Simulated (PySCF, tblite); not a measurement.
# C₄H₃F₄O₂−: dynamics, then NMR shifts on frames, part 2 of 2

tblite 0.8.0 and PySCF 2.14.0. Atoms count from 0. The steps go on from the part before.

## 5. Shielding tensors: 625 fs, PBE0/pcSseg-1

The job: settings as JSON, then the geometry in Å.

```
{"job": {"kind": "nmr", "xc": "PBE0", "basis": "pcSseg-1", "pop": false}, "charge": -1, "multiplicity": 1}
O     -3.723800     0.181100     1.500900
C     -2.608300     0.491600     0.970200
O     -2.176700     1.541800     0.605500
C     -1.732300    -0.843600     0.725900
F     -2.190600    -1.765200    -0.239200
C     -0.359500    -0.463600     0.274500
C      0.973900    -1.262200     0.627800
F      1.296900    -2.253300    -0.192600
F      0.962600    -1.834800     1.843100
F      2.146200    -0.508000     0.719000
H     -1.760800    -1.487900     1.638100
H     -0.243000     0.555800     0.633300
H     -0.351500    -0.479300    -0.883800
```

Level: GIAO PBE0/pcSseg-1 NMR shielding, non-relativistic, gas phase.

What it wrote:

```text
coarse grid: 12720 points
cycle   1  E = -702.8676540723  dE =  1.535e+00  |g| = 1.441e+00  |ddm| = 3.203e+00
cycle   2  E = -701.9415536666  dE =  9.261e-01  |g| = 2.653e+00  |ddm| = 4.667e+00
cycle   3  E = -703.2023884579  dE = -1.261e+00  |g| = 4.035e-01  |ddm| = 3.986e+00
cycle   4  E = -703.2256111766  dE = -2.322e-02  |g| = 2.317e-01  |ddm| = 5.141e-01
cycle   5  E = -703.2342572815  dE = -8.646e-03  |g| = 6.797e-02  |ddm| = 2.101e-01
cycle   6  E = -703.2351384948  dE = -8.812e-04  |g| = 1.411e-02  |ddm| = 6.375e-02
cycle   7  E = -703.2351746444  dE = -3.615e-05  |g| = 4.739e-03  |ddm| = 1.375e-02
cycle   8  E = -703.2351787086  dE = -4.064e-06  |g| = 1.185e-03  |ddm| = 4.269e-03
final grid: 129784 points
cycle   9  E = -703.3422541580  dE = -4.163e-05  |g| = 1.240e-02  |ddm| = 2.567e-02
cycle  10  E = -703.3422098413  dE =  4.432e-05  |g| = 2.021e-02  |ddm| = 2.504e-02
cycle  11  E = -703.3422814472  dE = -7.161e-05  |g| = 1.263e-03  |ddm| = 1.573e-02
cycle  12  E = -703.3422816748  dE = -2.276e-07  |g| = 6.484e-04  |ddm| = 1.319e-03
cycle  13  E = -703.3422817409  dE = -6.612e-08  |g| = 2.281e-04  |ddm| = 6.074e-04
cycle  14  E = -703.3422817505  dE = -9.671e-09  |g| = 4.629e-05  |ddm| = 1.985e-04
cycle  15  E = -703.3422817508  dE = -3.004e-10  |g| = 1.289e-05  |ddm| = 3.318e-05
converged SCF energy = -703.3422817508

GIAO shielding tensors (ppm)
atom      isotropic    diamagn.    paramagn.     s11        s22        s33       span
  0 O      -31.438     400.733    -432.171   -252.925    -60.474    219.085    472.010
  1 C       20.917     240.264    -219.347    -75.766     55.366     83.151    158.917
  2 O       27.658     409.518    -381.859   -142.426    -55.044    280.445    422.871
  3 C       91.627     244.774    -153.148     70.862     82.794    121.223     50.362
  4 F      356.743     474.797    -118.055    279.942    386.196    404.090    124.148
  5 C      131.984     252.958    -120.974    113.888    132.995    149.069     35.181
  6 C       42.781     238.736    -195.955     25.549     44.594     58.199     32.650
  7 F      241.679     473.042    -231.363    160.216    235.357    329.463    169.247
  8 F      250.336     472.580    -222.244    155.017    257.231    338.760    183.743
  9 F      223.062     476.064    -253.002    120.270    184.131    364.785    244.515
 10 H       26.181      30.367      -4.186     23.663     26.806     28.074      4.411
 11 H       27.523      31.422      -3.899     21.427     27.837     33.306     11.879
 12 H       28.056      30.452      -2.395     25.126     28.706     30.337      5.211
```

Wall time 20 s (1 thread of Arm Neoverse V2, shared host); peak memory 0.88 GiB.

In short: δ C1 166.0, C6 144.1, C3 95.3, C5 54.9, H10 5.54, H11 4.19 ppm.

## 6. Nuclear shieldings: 800 fs, PBE0/pcSseg-1

The job: settings as JSON, then the geometry in Å.

```
{"job": {"kind": "nmr", "xc": "PBE0", "basis": "pcSseg-1", "pop": false}, "charge": -1, "multiplicity": 1}
O     -3.670700    -0.036800     1.279400
C     -2.729800     0.466900     0.731300
O     -2.310700     1.564700     0.590700
C     -1.600700    -0.759200     0.287500
F     -1.951300    -1.347600    -0.946500
C     -0.248300    -0.253400     0.238900
C      0.773600    -1.207800     0.816400
F      0.728000    -2.309900     0.129100
F      0.587600    -1.471800     2.139300
F      2.031100    -0.745900     0.688100
H     -1.910800    -1.557700     0.920600
H     -0.187400     0.720700     0.705400
H      0.011500    -0.145900    -0.820300
```

With the program's defaults for keys left out, this is: GIAO PBE0/pcSseg-1 NMR shielding, non-relativistic, gas phase.

What it wrote:

```text
coarse grid: 12720 points
cycle   1  E = -702.9029736246  dE =  1.848e+00  |g| = 1.388e+00  |ddm| = 3.266e+00
cycle   2  E = -702.4566622464  dE =  4.463e-01  |g| = 2.157e+00  |ddm| = 3.130e+00
cycle   3  E = -703.2294865637  dE = -7.728e-01  |g| = 1.658e-01  |ddm| = 2.210e+00
cycle   4  E = -703.2345106814  dE = -5.024e-03  |g| = 8.149e-02  |ddm| = 2.040e-01
cycle   5  E = -703.2357052509  dE = -1.195e-03  |g| = 3.033e-02  |ddm| = 7.609e-02
cycle   6  E = -703.2358545442  dE = -1.493e-04  |g| = 9.407e-03  |ddm| = 2.730e-02
cycle   7  E = -703.2358696034  dE = -1.506e-05  |g| = 2.643e-03  |ddm| = 7.991e-03
cycle   8  E = -703.2358707216  dE = -1.118e-06  |g| = 4.639e-04  |ddm| = 2.093e-03
final grid: 129784 points
cycle   9  E = -703.3421576137  dE = -4.681e-05  |g| = 1.241e-02  |ddm| = 2.620e-02
cycle  10  E = -703.3421176288  dE =  3.998e-05  |g| = 1.960e-02  |ddm| = 2.329e-02
cycle  11  E = -703.3421851007  dE = -6.747e-05  |g| = 7.659e-04  |ddm| = 1.450e-02
cycle  12  E = -703.3421851713  dE = -7.059e-08  |g| = 4.631e-04  |ddm| = 7.707e-04
cycle  13  E = -703.3421852033  dE = -3.199e-08  |g| = 1.623e-04  |ddm| = 3.940e-04
cycle  14  E = -703.3421852079  dE = -4.582e-09  |g| = 4.376e-05  |ddm| = 1.524e-04
cycle  15  E = -703.3421852082  dE = -2.935e-10  |g| = 1.109e-05  |ddm| = 3.322e-05
converged SCF energy = -703.3421852082

GIAO shielding tensors (ppm)
atom      isotropic    diamagn.    paramagn.     s11        s22        s33       span
  0 O       33.368     402.320    -368.951   -120.998     23.591    197.511    318.509
  1 C       31.492     245.921    -214.429    -60.206     46.027    108.656    168.862
  2 O       81.389     409.483    -328.094    -68.311     48.585    263.895    332.206
  3 C       80.471     241.664    -161.193     53.431     80.309    107.673     54.242
  4 F      382.520     476.120     -93.600    293.213    404.390    449.957    156.744
  5 C      143.073     250.142    -107.068    133.733    134.900    160.588     26.855
  6 C       50.557     246.498    -195.942     39.433     51.313     60.923     21.489
  7 F      264.027     473.704    -209.678    189.622    279.663    322.795    133.174
  8 F      264.258     473.890    -209.632    174.478    258.543    359.754    185.277
  9 F      261.091     475.588    -214.497    169.898    263.759    349.615    179.717
 10 H       26.879      33.399      -6.520     23.298     27.540     29.800      6.502
 11 H       28.449      30.736      -2.287     23.635     28.221     33.490      9.854
 12 H       29.576      31.689      -2.113     27.191     29.381     32.155      4.965
```

It took 20 s on 1 thread of Arm Neoverse V2, shared host; peak memory 0.88 GiB.

Key values: δ C1 155.4, C6 136.4, C3 106.5, C5 43.9, H10 4.84, H11 3.27 ppm.

## 7. Shielding tensors: 1000 fs, PBE0/pcSseg-1

The job: settings as JSON, then the geometry in Å.

```
{"job": {"kind": "nmr", "xc": "PBE0", "basis": "pcSseg-1", "pop": false}, "charge": -1, "multiplicity": 1}
O     -3.995900     0.031500     0.671400
C     -2.790100     0.172800     0.906600
O     -2.107400     0.939600     1.615600
C     -1.744100    -1.090500     0.423300
F     -2.346700    -1.764300    -0.639700
C     -0.357000    -0.563000     0.184600
C      0.755300    -1.279400     0.932200
F      0.646300    -2.663900     0.907300
F      0.880700    -0.983600     2.168600
F      2.007300    -1.087200     0.270700
H     -1.776700    -1.876800     1.262900
H     -0.440600     0.442200     0.646000
H     -0.222900    -0.580000    -0.867900
```

Method: GIAO PBE0/pcSseg-1 NMR shielding, non-relativistic, gas phase.

What it wrote:

```text
coarse grid: 12720 points
cycle   1  E = -702.8806850308  dE =  1.497e+00  |g| = 1.427e+00  |ddm| = 3.206e+00
cycle   2  E = -702.2005116706  dE =  6.802e-01  |g| = 2.448e+00  |ddm| = 3.065e+00
cycle   3  E = -703.2319614628  dE = -1.031e+00  |g| = 1.970e-01  |ddm| = 2.253e+00
cycle   4  E = -703.2381754570  dE = -6.214e-03  |g| = 1.140e-01  |ddm| = 2.366e-01
cycle   5  E = -703.2402849777  dE = -2.110e-03  |g| = 4.635e-02  |ddm| = 9.403e-02
cycle   6  E = -703.2406572951  dE = -3.723e-04  |g| = 1.259e-02  |ddm| = 3.811e-02
cycle   7  E = -703.2406850313  dE = -2.774e-05  |g| = 3.621e-03  |ddm| = 1.035e-02
cycle   8  E = -703.2406872394  dE = -2.208e-06  |g| = 6.898e-04  |ddm| = 2.697e-03
final grid: 129784 points
cycle   9  E = -703.3469226186  dE = -4.049e-05  |g| = 1.329e-02  |ddm| = 2.656e-02
cycle  10  E = -703.3468680825  dE =  5.454e-05  |g| = 2.211e-02  |ddm| = 2.475e-02
cycle  11  E = -703.3469543124  dE = -8.623e-05  |g| = 9.014e-04  |ddm| = 1.533e-02
cycle  12  E = -703.3469544292  dE = -1.168e-07  |g| = 5.072e-04  |ddm| = 8.442e-04
cycle  13  E = -703.3469544692  dE = -4.007e-08  |g| = 1.870e-04  |ddm| = 3.930e-04
cycle  14  E = -703.3469544751  dE = -5.871e-09  |g| = 6.153e-05  |ddm| = 1.656e-04
cycle  15  E = -703.3469544757  dE = -6.278e-10  |g| = 1.633e-05  |ddm| = 4.561e-05
converged SCF energy = -703.3469544757

GIAO shielding tensors (ppm)
atom      isotropic    diamagn.    paramagn.     s11        s22        s33       span
  0 O       17.767     398.089    -380.322   -203.605    -43.433    300.337    503.942
  1 C       16.336     247.298    -230.962    -78.986     43.466     84.527    163.512
  2 O       19.990     408.611    -388.622   -195.470    -18.571    274.010    469.480
  3 C       83.904     242.770    -158.866     44.803     74.192    132.716     87.913
  4 F      380.823     472.621     -91.798    324.760    406.910    410.799     86.039
  5 C      144.212     249.718    -105.506    128.069    143.236    161.332     33.262
  6 C       42.120     243.204    -201.085     25.582     43.765     57.012     31.429
  7 F      233.319     473.194    -239.875    128.791    217.868    353.298    224.507
  8 F      260.404     471.544    -211.140    196.801    283.549    300.862    104.061
  9 F      216.693     477.236    -260.543    101.008    177.604    371.466    270.458
 10 H       26.180      28.327      -2.146     23.336     26.309     28.896      5.560
 11 H       25.316      28.438      -3.121     20.855     22.826     32.268     11.413
 12 H       29.960      32.293      -2.333     25.888     31.013     32.978      7.089
```

It took 20 s on 1 thread of Arm Neoverse V2, shared host; peak memory 0.88 GiB.

Key values: δ C1 170.6, C6 144.8, C3 103.0, C5 42.7, H11 6.40, H10 5.54 ppm.

## 8. Run by run: NMR shifts

Shifts (ppm) of some atoms, chosen among heavy atoms and hydrogens apart, with basis size and wall time:

| frame | H10 | H11 | O0 | O2 | F7 | F8 | F9 | functions | time |
| --- | --- | --- | --- | --- | --- | --- | --- | --- | --- |
| 250 fs | 6.25 | 3.84 | 328.1 | 300.3 | -73.6 | -74.9 | -82.4 | 185 | 20 s |
| 425 fs | 6.77 | 3.43 | 333.2 | 317.9 | -90.8 | -113.8 | -86.3 | 185 | 20 s |
| 625 fs | 5.54 | 4.19 | 367.5 | 308.4 | -70.7 | -79.4 | -52.1 | 185 | 20 s |
| 800 fs | 4.84 | 3.27 | 302.7 | 254.7 | -93.1 | -93.3 | -90.1 | 185 | 20 s |
| 1000 fs | 5.54 | 6.40 | 318.3 | 316.1 | -62.4 | -89.5 | -45.7 | 185 | 20 s |

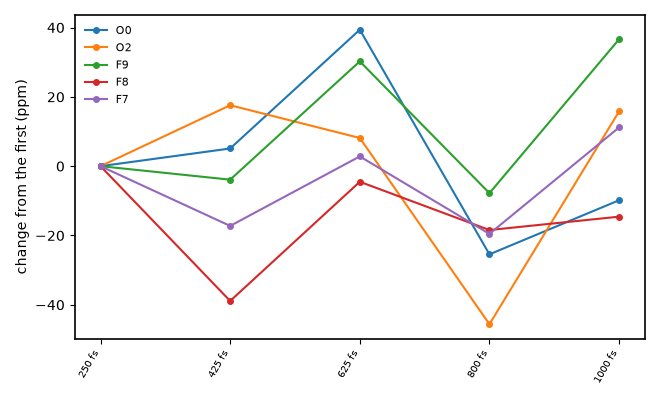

How five of the tabulated atoms move from run to run.

## 9. Outcome

This closing draws on all 2 parts.

| quantity | value |
| --- | --- |
| thermostat | 400 K |
| mean temperature, second half | 402 K |
| mean potential energy above the minimum | 0.63 eV |
| ¹³C shifts against TMS (PBE0/pcSseg-1, 250 fs) | 163.5, 144.5, 103.2, 49.0 ppm |
| ¹H shifts against TMS (PBE0/pcSseg-1, 250 fs) | 6.25, 3.84, 3.12 ppm |
| ¹⁷O shifts against H2O (PBE0/pcSseg-1, 250 fs) | 328.1, 300.3 ppm |
| ¹⁹F shifts against CFCl3 (PBE0/pcSseg-1, 250 fs) | -73.6, -74.9, -82.4, -207.9 ppm |
| range of the shift of O0 | 302.7 to 367.5 ppm |

What this shows: In the second half the potential energy averages 0.63 eV above the minimum; equipartition over 33 harmonic modes at 400 K would give 0.57 eV. With 13 atoms the temperature swings widely (242 to 641 K). Shifts at one fixed geometry are not the observed spectrum, which averages over the motion. In the first frame run (250 fs): The widest tensor belongs to O0: span 495 ppm, with a paramagnetic part of -393 ppm. In ppm, O0 moves most: its shift spreads over 64.8 ppm, from 302.7 (800 fs) to 367.5 (625 fs).
